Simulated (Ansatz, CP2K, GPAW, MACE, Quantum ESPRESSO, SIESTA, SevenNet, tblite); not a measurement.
# GPAW runs on amorphous SnO2 (72 atoms)

Wanted: GPAW inputs and outputs for amorphous SnO2 (72 atoms), checked against a plane-wave reference.

Method: the method is named at each step, in GPAW 26.7.0.

**1. The starting structure**

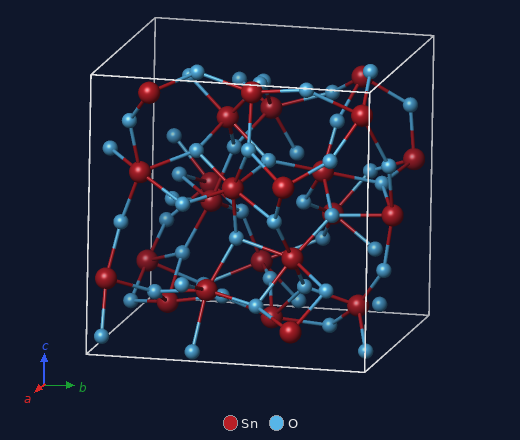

The starting structure, seen slightly off an axis (tin red, oxygen blue). Bonds to atoms that aren't drawn are left out. Some periodic images of atoms are drawn too.

The cell holds 72 atoms: 24 Sn and 48 O. Cell: a = 9.851 Å, b = 9.851 Å, c = 9.851 Å, α = 90.0°, β = 90.0°, γ = 90.0°. 72 atoms (24 Sn, 48 O) placed at random at 6.03 g/cm³, melted at 5000 K for 10 ps at fixed volume with the Morse and Coulomb pair potential with partial charges (Pedone, Malavasi, Menziani, Cormack and Segre, J. Phys. Chem. B 110, 11780 (2006)). Quenched from 5000 K to 300 K at 50 K/ps and fixed volume, held 10 ps at zero pressure, then minimised at fixed cell. Then every atom was moved at random, 0.02 Å r.m.s. a Cartesian component.

The yardstick, on the same geometry:

* method: Kohn-Sham DFT, PBE, PAW, plane waves (Ansatz 0.2.0); cutoff 420 eV, Γ point, fermi-dirac smearing of 0.05 eV; PAW set soft_2
* r.m.s. force component: 0.6738 eV/Å
* longest force: 2.569 eV/Å
* pressure: 8.049 GPa
* gap (highest filled to lowest empty level): 0.335 eV
* SCF cycles: 11
* time: 14 s on 4 threads of Arm Neoverse V2, shared host
* CPU time: 49 s

**2. PBE, LCAO dzp, h 0.18 Å**

Method: Kohn-Sham DFT, PBE, PAW, atomic orbitals (dzp).

The input, run.py:

```python
import numpy as np
from ase.io import read
from gpaw import GPAW, FermiDirac

atoms = read("structure.xyz")
atoms.calc = GPAW(
    mode="lcao",
    basis="dzp",
    h=0.18,
    xc="PBE",
    kpts={"size": (1, 1, 1), "gamma": True},
    occupations=FermiDirac(0.05),
    maxiter=200,
    symmetry={"point_group": False},
    txt="gpaw.txt",
)
energy = atoms.get_potential_energy(force_consistent=True)
forces = atoms.get_forces()
print(f"energy {energy:.6f} eV")
print("forces (eV/A)")
for i, (a, f) in enumerate(zip(atoms, forces)):
    print(f"{i:4d} {a.symbol:2s} {f[0]:10.5f} {f[1]:10.5f} {f[2]:10.5f}")
print(f"Fermi level {atoms.calc.get_fermi_level():.4f} eV")
for k in range(len(atoms.calc.get_ibz_k_points())):
    for s in range(atoms.calc.get_number_of_spins()):
        e = atoms.calc.get_eigenvalues(kpt=k, spin=s)
        n = np.searchsorted(e, atoms.calc.get_fermi_level())
        print(f"k {k} spin {s} levels about the Fermi level:", np.round(e[max(n - 6, 0):n], 4).tolist(), "|", np.round(e[n:n + 6], 4).tolist())
```

The input, structure.xyz:

```xyz
72
Lattice="9.85089 0.00000 0.00000 0.00000 9.85089 0.00000 0.00000 0.00000 9.85089" Properties=species:S:1:pos:R:3 pbc="T T T"
Sn 7.21666 6.63211 3.26636
Sn 0.47905 2.16749 4.26317
Sn 5.00258 1.75247 0.97386
Sn 7.61533 4.56953 5.68840
Sn 2.18522 6.89464 3.83860
Sn 4.85895 7.11599 5.88640
Sn 9.64816 2.01933 9.30486
Sn 2.04091 4.61869 7.39299
Sn 2.04642 0.33739 1.72952
Sn 5.72573 9.80361 4.68676
Sn 8.16599 0.27720 2.34697
Sn 9.65801 7.15854 1.19767
Sn 8.21712 5.32076 9.23915
Sn 9.76420 6.84095 6.29403
Sn 2.51710 7.92642 8.79714
Sn 3.63311 2.91537 4.33016
Sn 4.91284 8.45945 1.25412
Sn 2.02731 9.68874 5.90531
Sn 4.60854 5.34559 0.58150
Sn 1.16191 4.17353 1.77681
Sn 7.76260 9.12517 8.56978
Sn 8.00868 1.37499 6.13198
Sn 5.16315 3.79190 7.64311
Sn 7.42728 3.66502 2.00495
O 8.61736 5.33101 7.28395
O 5.66840 9.51665 2.71855
O 3.75654 0.16599 0.65962
O 3.56474 3.68207 6.26950
O 6.29748 9.06577 9.82183
O 3.56681 1.91836 2.41761
O 8.42576 7.29715 9.48493
O 6.90065 1.71701 1.71849
O 3.60503 4.68065 8.64967
O 8.79803 8.25830 7.11983
O 6.22369 5.14413 9.11818
O 3.92656 9.00421 5.39405
O 5.19053 1.89393 4.65839
O 0.87151 3.21218 8.06197
O 8.30745 3.39629 9.84212
O 8.39069 8.10324 2.45425
O 5.50054 3.78934 1.41183
O 6.53676 9.82390 6.58719
O 3.88854 7.37329 7.46875
O 0.39394 0.61509 2.85282
O 1.24801 8.38577 0.54574
O 8.51038 6.26221 4.80123
O 3.77447 6.21394 4.52589
O 5.07212 2.39849 8.99958
O 1.26712 7.98346 5.22609
O 2.34028 1.47872 4.90702
O 1.31480 2.17281 0.85929
O 6.83455 3.08490 6.76323
O 8.96500 0.33493 0.47432
O 1.32760 6.60601 7.91539
O 2.76111 8.53796 2.81302
O 7.69611 0.66168 4.27036
[... 12 atom lines left out ...]
O 6.19197 7.76762 4.64578
O 8.87624 3.09732 5.29003
O 3.79772 7.21016 0.25120
O 1.81778 3.58060 3.62897
```

Command:

```console
$ OMP_NUM_THREADS=1 python run.py > output.txt
```

The log of the run:

```text
energy -400.338528 eV
forces (eV/A)
   0 Sn   -0.98373   -0.67041    0.16951
   1 Sn   -0.22175    0.07921   -0.61329
   2 Sn   -0.25582    1.48059    0.40365
   3 Sn   -0.37044    1.54783   -0.44326
   4 Sn    0.08887    0.53442   -0.33481
   5 Sn   -0.87786   -0.93090    0.69287
   6 Sn    2.20763    1.27322    1.14528
   7 Sn   -0.76029    0.91121   -0.10402
   8 Sn   -0.15971   -0.03084    0.64115
   9 Sn   -1.72391    0.80636    0.21961
  10 Sn    0.37726   -0.30627   -0.53486
  11 Sn    1.35747   -0.12737   -0.51716
  12 Sn   -0.05446   -0.76663   -0.54144
  13 Sn    1.10641   -1.11344    0.90218
  14 Sn   -0.97067    0.11191   -0.86264
  15 Sn   -0.32578    0.52515   -0.88191
  16 Sn    0.12254   -0.70729    1.63577
  17 Sn    0.40424   -0.09605   -0.03972
  18 Sn    0.19194    0.25811   -0.59520
  19 Sn    0.48700    0.00144   -0.91136
  20 Sn    0.54201   -0.85286   -0.09141
  21 Sn    0.02436    0.24938    0.85827
  22 Sn    0.47910    0.98905   -0.11225
  23 Sn    0.40743   -0.39183    0.19744
[...]
64 O    -0.91852   -1.43932    0.30445
  65 O    -0.49035   -0.58569   -0.20853
  66 O    -0.48420    0.10695   -0.24140
  67 O     0.67350    1.22525   -0.80704
  68 O     1.59904    0.37116   -0.64793
  69 O     0.69184   -1.16628    0.08605
  70 O    -0.23711   -0.57229    0.06784
  71 O    -0.02427    0.67137    0.60559
Fermi level 5.3471 eV
k 0 spin 0 levels about the Fermi level: [4.9177, 4.9518, 5.0401, 5.0462, 5.1665, 5.2193] | [5.4549, 7.6928, 8.021, 8.2596, 8.3272, 8.4897]
```

gpaw.txt:

```text
Input parameters:
  mode=LCAO(),
  basis={'default': 'dzp'},
  h=0.18,
  kpts=MonkhorstPack(size=(1, 1, 1), gamma=True),
  maxiter=200,
  occupations=Occupations(name='fermi-dirac', width=0.05, fixmagmom=False),
  symmetry=Symmetry(point_group=False),
  xc=XC(name='PBE')
Unit cell  # Å
| periodic |        x |        y |        z |  lengths |    angles |
|----------|----------|----------|----------|----------|-----------|
|      yes | 9.850890 | 0.000000 | 0.000000 | 9.850890 | 90.000000 |
|      yes | 0.000000 | 9.850890 | 0.000000 | 9.850890 | 90.000000 |
|      yes | 0.000000 | 0.000000 | 9.850890 | 9.850890 | 90.000000 |
Number of symmetries: 1
Symmetry operations  # r_c * U_cc + t_c -> r_c
|   | kind |            matrix            |
|---|------|------------------------------|
| 0 |  E   |  1, 0, 0,  0, 1, 0,  0, 0, 1 |
BZ-sampling:
  Number of BZ points: 1
  Number of IBZ points: 1
  Monkhorst-Pack size: [1, 1, 1]
  Monkhorst-Pack shift: [0, 0, 0]
[... lines left out ...]
  Fermi-Dirac:
[... lines left out ...]
xc functional:
  name: PBE with 2 nearest neighbor stencil
interpolation: tri-quintic # 5. degree polynomial
Initialization done in: 7.706 s
convergence criteria:
- Maximum [total energy] change in last 3 cyles: 0.0005 eV / valence electron
- Maximum integral of absolute [dens]ity change: 0.0001 electrons / valence electron
- Maximum integral of absolute [eigenst]ate change: 4e-08 eV^2 / valence electron
maximum number of iterations: 200
SCF iterations
|iter     |      energy | eigst |  dens |
|---------|-------------|-------|-------|
|iter:   1| -455.644848 |      c|       |
|iter:   2| -441.576047 |      c| -0.95 |
|iter:   3| -401.119868 |      c| -1.00 |
|iter:   4| -402.508285 |      c| -1.60 |
|iter:   5| -400.445247 |      c| -1.79 |
|iter:   6| -401.081966 |      c| -1.99 |
|iter:   7| -400.396939 |      c| -2.18 |
|iter:   8| -400.377268 |      c| -2.76 |
|iter:   9| -400.329667c|      c| -2.87 |
|iter:  10| -400.317756c|      c| -3.08 |
|iter:  11| -400.308264c|      c| -3.28 |
|iter:  12| -400.304483c|      c| -3.42 |
|iter:  13| -400.303724c|      c| -3.71 |
|iter:  14| -400.300463c|      c| -3.78 |
|iter:  15| -400.300850c|      c| -4.32c|
Converged in 15 steps
SCF loop duration: 136.052 s (9.070 s/step)
Energy contributions relative to reference atoms: (reference = -4130217.549825)
Energy contributions:
  Kinetic:        1062.476358
  Coulomb:        -917.070794
  Zero:              8.046047
  External:          0.000000
  Xc:             -553.714783
  Entropy:          -0.075355
  Spinorbit:         0.000000
  ----------------------------
  Free energy:    -400.338528
  Extrapolated:   -400.300850
dipole moment: (27.729215, 35.287577, 29.977532)  # |e|*Ang
Fermi level: 5.347
Eigenvalues  # (at kpt = [0.000, 0.000, 0.000])
| band index |      eig [eV] | occ [0-2] |
|------------|---------------|-----------|
|          0 |       -16.847 |     2.000 |
|        ... |               |           |
|        304 |         4.882 |     2.000 |
|        305 |         4.889 |     2.000 |
[...]
|        319 |         8.755 |     0.000 |
|        ... |               |           |
|        378 |        14.969 |     0.000 |
Gap: 0.236 eV
Transition (v -> c):
  (s=0, k=0, n=311, [0.00, 0.00, 0.00]) -> (s=0, k=0, n=312, [0.00, 0.00, 0.00])
No difference between direct/indirect transitions
Force computation time: 19.637  # s
timing:  # [seconds]
  Total:  163.416  # ━━━━━━━━━━━━━━━━━━━━━━━━━━━━━━━━━━━━━━━━━━━━━━━━━━━━━━━━
  Init:     7.706  # ━━╸
  SCF:    136.052  # ━━━━━━━━━━━━━━━━━━━━━━━━━━━━━━━━━━━━━━━━━━━━━━╸
  Forces:  19.637  # ━━━━━━╸
```

Elapsed: 2.7 min, on 1 thread of Arm Neoverse V2, shared host; peak memory 1.5 GiB.

Banners, paths, timers and routine set-up lines are dropped from the logs unmarked, and long logs keep their key lines alone; longer cuts are marked.

Numbers from this run, and their distance from the reference:

| Item | Value |
| --- | --- |
| r.m.s. force component | 0.7611 eV/Å |
| r.m.s. difference of force components | 147 meV/Å |
| longest difference of force vectors | 682.6 meV/Å |
| force difference over r.m.s. force | 21.82 % |
| slope of forces against the reference's | 1.114 |
| correlation of force components | 0.9864 |
| gap (highest filled to lowest empty level) | 0.2356 eV |
| gap difference | -0.0994 eV |

Length of the force difference by element (eV/Å):

| element | atoms | mean | most |
| --- | --- | --- | --- |
| O | 48 | 0.24 | 0.55 |
| Sn | 24 | 0.20 | 0.68 |

Levels nearest the highest filled one (eV from it): -0.30, -0.27, -0.18, -0.17, -0.05, 0.00, 0.24, 2.47, 2.80, 3.04, 3.11, 3.27.

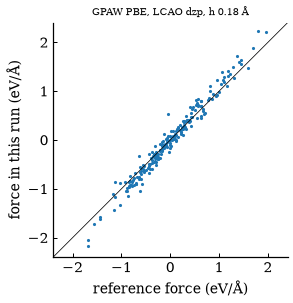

Force components against those of the reference; the line marks equality.

Local excerpt of 9 atoms (numbers count through the whole input) about Sn7, which bears the longest force; x, y, z are measured from there.

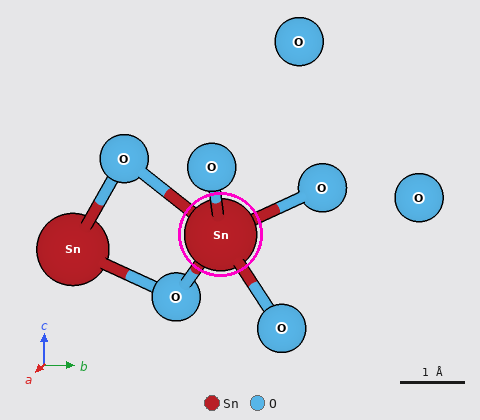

The atoms of the table, within 3.4 Å (arrows a, b, c point along x, y, z); some may hide others; the central atom is ringed.

| atom | x | y | z | distance (Å) | bonds | Fx | Fy | Fz (eV/Å) |
| --- | --- | --- | --- | --- | --- | --- | --- | --- |
| Sn7 | 0.00 | 0.00 | 0.00 | 0.00 | 5 | 2.21 | 1.27 | 1.15 |
| O57 | -1.11 | -0.93 | -1.27 | 1.93 | 3 | -0.86 | -0.34 | -0.83 |
| O39 | -1.34 | 1.38 | 0.54 | 2.00 | 3 | -0.89 | -0.21 | 0.48 |
| O38 | 1.07 | 1.19 | -1.24 | 2.03 | 2 | -0.64 | -0.78 | -0.14 |
| O51 | 1.52 | 0.15 | 1.41 | 2.07 | 3 | 0.39 | -0.04 | -0.73 |
| O53 | -0.68 | -1.68 | 1.02 | 2.08 | 3 | -0.29 | -1.15 | -0.37 |
| O59 | -0.32 | 1.20 | 3.10 | 3.34 | 3 | 0.39 | -0.68 | 0.82 |
| Sn21 | -1.89 | -2.75 | -0.74 | 3.41 | 6 | 0.54 | -0.85 | -0.09 |
| O62 | 0.54 | 3.30 | 0.84 | 3.45 | 3 | 0.04 | 0.40 | -0.89 |

Atoms are counted from 1 here, from 0 in the log.

Forces lie 22 % from the reference's, at 3.3 times its CPU time (on 1 against 4 cores).

**3. Summary of results**

- force difference from the reference: GPAW PBE, LCAO dzp, h 0.18 Å, 22 %
- its CPU time: 2.7 min

The PBE run in local orbitals differs by 22 % (GPAW PBE, LCAO dzp, h 0.18 Å); basis, grid and potentials can all enter. GPAW PBE, LCAO dzp, h 0.18 Å stiffens the forces by a factor of 1.11 while following their directions (correlation 0.986). At the same functional, the gap of GPAW PBE, LCAO dzp, h 0.18 Å lies 0.10 eV below the reference's 0.335 eV. The quench rate of 50 K/ps is many orders above laboratory rates, so the cell is likely richer in defects and strain than a real sample. The network of bonds at the start is that of the classical potential that made the cell, and needn't be the one that DFT or experiment would give. The electronic-structure runs sample only Γ, in a cell whose shortest periodic width is 10 Å.

[Also dropped from logs without a mark: logging warnings of Python, and SIESTA's first energy breakdown and zero terms.]

[Logs are printed without paths, hosts, clocks, repeated set-up lines and the standing remarks that a program may print on its own settings, such as how far it seeks lower states.]

[Hosts, paths, dates, database ids (printed as entryN), source tags and the programs' standing remarks are cut or masked in the printed files.]
